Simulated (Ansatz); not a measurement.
# CHPSi+ (doublet): one geometry, many settings

What do other methods and options give for CHPSi+ (doublet) at this geometry, and how long do they take?

Program: Ansatz 0.2.0, Gaussian basis. Level of theory: the settings change from run to run. These are calculated values, not measurements.

19 further runs of the same task are left out: 8 that didn't finish, 11 set aside as unsound or not needed. Runs told in other sessions of the task aren't counted.

### Step 1. The system

The geometry is a PBE0/def2-TZVP stationary point (not a proven minimum) of the parent state, kept for this charge and spin.

4 atoms, charge 1, spin multiplicity 2.

Atoms are counted from 1 here; the program's logs count them from 0.

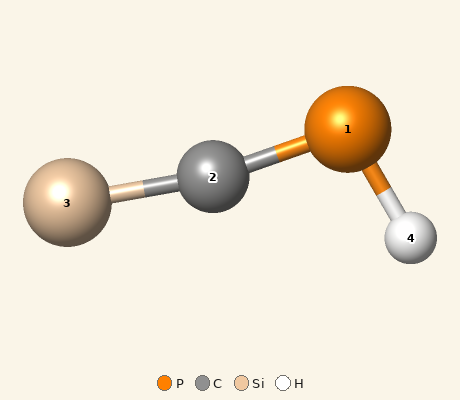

The structure; phosphorus orange, carbon grey, silicon light orange, hydrogen white; atoms are numbered from 1 in the order of the file.

### Step 2. BCCD(T) on ROHF/cc-pVDZ

in.yaml reads:

```yaml
crystal:
  periodic: [false, false, false]
  atoms:
    - {symbol: P, position_ang: [0.000000, -0.091809, 1.559477]}
    - {symbol: C, position_ang: [0.000000, 0.095184, -0.068348]}
    - {symbol: Si, position_ang: [0.000000, 0.014412, -1.761754]}
    - {symbol: H, position_ang: [0.000000, 1.285451, 1.982014]}
basis:
  gaussian: {orbitals: cc-pVDZ}
total_charge: 1
magnetization: {spin_polarized: false, initial_magnetization: 1}
correlation: {method: bccd_t, electrons: outside_noble_gas}
scf: {lower_state_search: off}
```

Run with:

```
$ ansatz run in.yaml --threads 1 --pin off --events-out ev --progress --plain --max-ram 2393MiB
```

Standard output (excerpt; [...] marks lines left out):

```text
Functional definition: HF
  name "HF"
  cite "Fock, Z. Phys. 61, 126 (1930) doi:10.1007/BF01340294"
  parent pbe
[...]
553 factors; integrals over basis functions are off by at most 1.4e-3 eV
[...]
mean field -18170.03661174 eV, -667.7365293882 hartree, gradient 3.1e-6 eV, S^2 0.750000; 0 other end points of the search recorded, 0 dependent functions left out
11 core orbitals not correlated: weight in the atoms' cores, before any rotation towards them, 1.000 or more for the frozen orbitals, at most 0.000 for the correlated occupied ones
reference -18170.03661174 eV, -667.7365293882 hartree; 7, 6 occupied and 37, 38 virtual orbitals, 553 factors
second order -7.46926584 eV of doubles, -0.05698654 eV of singles
cycle   1  -8.20944308 eV  change   -6.8e-1 eV  update   1.1e-1
[...]
cycle  16  -8.67474936 eV  change    5.6e-6 eV  update   1.0e-5
perturbative correction -0.47348924 eV, -0.0174004085 hartree
Total energy: -18179.18485034 eV, -668.0727209559 hartree
Checks for a lower state left out: stability, starts, cluster_reference, orbital_swaps, neighbouring_geometries, increment
```

It took 2.3 s on 1 thread of Arm Neoverse V1, shared host.

From the report: correlation -9.1482 eV; largest double amplitude 0.09.

### Step 3. MRCISD+Q(relaxed)(3,3)/STO-3G

Edit in.yaml of step 2 so:

```diff
@@ -8,6 +8,7 @@
 basis:
-  gaussian: {orbitals: cc-pVDZ}
+  gaussian: {orbitals: STO-3G}
 total_charge: 1
 magnetization: {spin_polarized: false, initial_magnetization: 1}
-correlation: {method: bccd_t, electrons: outside_noble_gas}
-scf: {lower_state_search: off}
+hamiltonian: {pseudopotentials: {relativity: none}}
+correlation: {method: fic_mrcisd_q_relaxed, electrons: outside_noble_gas, active_space: {window: {electrons: 3, orbitals: 3}}}
+scf: {lower_state_search: full}
```

The command is unchanged.

Standard output (excerpt; [...] marks lines left out):

```text
Functional definition: HF
  name "HF"
  cite "Fock, Z. Phys. 61, 126 (1930) doi:10.1007/BF01340294"
  parent pbe
[...]
267 factors; integrals over basis functions are off by at most 2.7e-5 eV
[...]
mean field -17964.76866968 eV, -660.1930716531 hartree, gradient 8.4e-6 eV, S^2 0.750000; 13 other end points of the search recorded, 0 dependent functions left out
reference -17964.76866968 eV, -660.1930716531 hartree; 18, 17 occupied and 6, 7 virtual orbitals, 267 factors
state -17965.72096377 eV, -660.2280678155 hartree
contracted CI cycle   1: correlation 0.00000000 eV, 0.0000000000 hartree, residual 1.16e1 eV
contracted CI cycle   2: correlation -3.11157481 eV, -0.1143482651 hartree, residual 3.26e0 eV
contracted CI cycle   3: correlation -3.42665007 eV, -0.1259270673 hartree, residual 1.20e0 eV
contracted CI cycle   4: correlation -3.47727132 eV, -0.1277873641 hartree, residual 5.03e-1 eV
contracted CI cycle   5: correlation -3.48631054 eV, -0.1281195493 hartree, residual 2.24e-1 eV
contracted CI cycle   6: correlation -3.48796614 eV, -0.1281803914 hartree, residual 1.11e-1 eV
contracted CI cycle   7: correlation -3.48843090 eV, -0.1281974710 hartree, residual 4.14e-2 eV
contracted CI cycle   8: correlation -3.48849119 eV, -0.1281996866 hartree, residual 1.54e-2 eV
contracted CI cycle   9: correlation -3.48850093 eV, -0.1282000447 hartree, residual 7.85e-3 eV
contracted CI cycle  10: correlation -3.48850346 eV, -0.1282001377 hartree, residual 3.94e-3 eV
contracted CI cycle  11: correlation -3.48850410 eV, -0.1282001610 hartree, residual 1.89e-3 eV
contracted CI cycle  12: correlation -3.48850424 eV, -0.1282001662 hartree, residual 9.21e-4 eV
state -17965.72096377 eV, -660.2280678155 hartree; corrected -17969.63644147 eV, -660.3719589670 hartree
Total energy: -17969.63644147 eV, -660.3719589670 hartree
```

It took 1.1 s on 1 thread of Arm Neoverse V1, shared host.

From the report: 5 determinants; active occupations 1.86, 1.00, 0.14.

### Step 4. CCSDT(Q)/B on ROHF/STO-3G

Edit in.yaml of step 3 so:

```diff
@@ -11,4 +11,3 @@
 magnetization: {spin_polarized: false, initial_magnetization: 1}
-hamiltonian: {pseudopotentials: {relativity: none}}
-correlation: {method: fic_mrcisd_q_relaxed, electrons: outside_noble_gas, active_space: {window: {electrons: 3, orbitals: 3}}}
-scf: {lower_state_search: full}
+correlation: {method: ccsdt_q_b, electrons: outside_noble_gas}
+output: {forces: true}
```

Same command.

Standard output (excerpt; [...] marks lines left out):

```text
Functional definition: HF
  name "HF"
  cite "Fock, Z. Phys. 61, 126 (1930) doi:10.1007/BF01340294"
  parent pbe
[...]
419 factors; integrals over basis functions are off by at most 2.8e-8 eV
[...]
mean field -17964.76872464 eV, -660.1930736729 hartree, gradient 2.4e-6 eV, S^2 0.750000; 9 other end points of the search recorded, 0 dependent functions left out
[...]
determinant -17964.76872464 eV, -660.1930736729 hartree, with singles and doubles -17969.44067966 eV, -660.3647648532 hartree
determinant -17962.86705071 eV, -660.1231884449 hartree, with singles and doubles -17967.01931603 eV, -660.2757813811 hartree
determinant -17962.71506577 eV, -660.1176031014 hartree, with singles and doubles -17967.57489661 eV, -660.2961985906 hartree
determinant -17961.83961675 eV, -660.0854309434 hartree, with singles and doubles -17967.60966878 eV, -660.2974764444 hartree
11 core orbitals not correlated: weight in the atoms' cores, before any rotation towards them, 1.000 or more for the frozen orbitals, at most 0.000 for the correlated occupied ones
reference -17964.76872464 eV, -660.1930736729 hartree; 7, 6 occupied and 6, 7 virtual orbitals, 419 factors
second order -3.66277552 eV of doubles, -0.03517452 eV of singles
cycle   1  -4.09364569 eV  change   -3.9e-1 eV  update   1.2e-1
[...]
cycle  25  -4.89045552 eV  change    4.4e-7 eV  update   5.4e-7
perturbative correction -0.03458860 eV, -0.0012711077 hartree
[...]
Total energy: -17969.69376876 eV, -660.3740657062 hartree
Atom 0 at     0.000000    -0.091809     1.559477 Å, force    -0.000000    -0.195402     0.884834 eV/Å
Atom 1 at     0.000000     0.095184    -0.068348 Å, force    -0.000000     0.314103     1.958987 eV/Å
Atom 2 at     0.000000     0.014412    -1.761754 Å, force     0.000000    -0.116671    -2.695192 eV/Å
Atom 3 at     0.000000     1.285451     1.982014 Å, force    -0.000000    -0.002030    -0.148630 eV/Å
Dipole moment:     0.000000     0.108829    -0.293353 e Å
```

It took 16 s on 1 thread of Arm Neoverse V1, shared host; peak memory 0.31 GiB.

From the report: correlation -4.9250 eV; T1 0.050; largest double amplitude 0.14.

### Step 5. CCSD(T) on ROHF/cc-pVDZ

Edit in.yaml of step 4 so:

```diff
@@ -8,6 +8,6 @@
 basis:
-  gaussian: {orbitals: STO-3G}
+  gaussian: {orbitals: cc-pVDZ}
 total_charge: 1
 magnetization: {spin_polarized: false, initial_magnetization: 1}
-correlation: {method: ccsdt_q_b, electrons: outside_noble_gas}
-output: {forces: true}
+correlation: {method: ccsd_t, electrons: outside_noble_gas}
+accuracy: high
```

Same command.

Standard output (excerpt; [...] marks lines left out):

```text
Functional definition: HF
  name "HF"
  cite "Fock, Z. Phys. 61, 126 (1930) doi:10.1007/BF01340294"
  parent pbe
[...]
1152 factors; integrals over basis functions are off by at most 3.1e-9 eV
[...]
mean field -18170.03667645 eV, -667.7365317662 hartree, gradient 2.3e-8 eV, S^2 0.750000; 10 other end points of the search recorded, 0 dependent functions left out
[...]
determinant -18170.03667645 eV, -667.7365317662 hartree, with singles and doubles -18178.74152135 eV, -668.0564289160 hartree
determinant -18168.38807954 eV, -667.6759469475 hartree, with singles and doubles -18176.76443477 eV, -667.9837723245 hartree
determinant -18167.96645253 eV, -667.6604524406 hartree, with singles and doubles -18176.97192465 eV, -667.9913974367 hartree
determinant -18167.72565549 eV, -667.6516033124 hartree, with singles and doubles -18176.85732795 eV, -667.9871860859 hartree
11 core orbitals not correlated: weight in the atoms' cores, before any rotation towards them, 1.000 or more for the frozen orbitals, at most 0.000 for the correlated occupied ones
reference -18170.03667645 eV, -667.7365317662 hartree; 7, 6 occupied and 37, 38 virtual orbitals, 1152 factors
second order -7.46930608 eV of doubles, -0.05698661 eV of singles
cycle   1  -8.70471152 eV  change    1.3e-4 eV  update   4.3e-3
[...]
cycle  29  -8.71047682 eV  change   5.3e-10 eV  update  5.2e-10
perturbative correction -0.42874567 eV, -0.0157561128 hartree
Total energy: -18179.17589894 eV, -668.0723919979 hartree
```

Wall time 16 s (1 thread of Arm Neoverse V1, shared host).

From the report: correlation -9.1392 eV; T1 0.043; largest double amplitude 0.09.

### Step 6. The runs in one table

Where basis and cores are those of an earlier RCCSDT(Q)/cc-pVDZ run (-18179.2717 eV), and the records show the same count of frozen orbitals and kind of state, the miss against it is given; a blank cell means that this couldn't be shown.

```tsv
level	correlated	functions	energy (eV)	from RCCSDT(Q) (meV)	time
BCCD(T) on ROHF/cc-pVDZ	outside noble gas	55	-18179.1849	86.8	2.3 s
MRCISD+Q(relaxed)(3,3)/STO-3G	outside noble gas	24	-17969.6364		1.1 s
CCSDT(Q)/B on ROHF/STO-3G	outside noble gas	24	-17969.6938		16 s
CCSD(T) on ROHF/cc-pVDZ	outside noble gas	55	-18179.1759	95.8	16 s
```

### Step 7. Summary of results

| quantity | value |
| --- | --- |
| runs | 4 |
| quickest | MRCISD+Q(relaxed)(3,3)/STO-3G, 1.1 s |
| slowest | CCSDT(Q)/B on ROHF/STO-3G, 16 s |

**Reading.** Total energies in different bases, with other cores or another treatment of relativity can't be set against each other. CCSDT(Q)/B on ROHF/STO-3G took 14 times as long as MRCISD+Q(relaxed)(3,3)/STO-3G; the jobs differ in more than the method. Among the correlated runs with a miss given, it spans +87 to +96 meV.
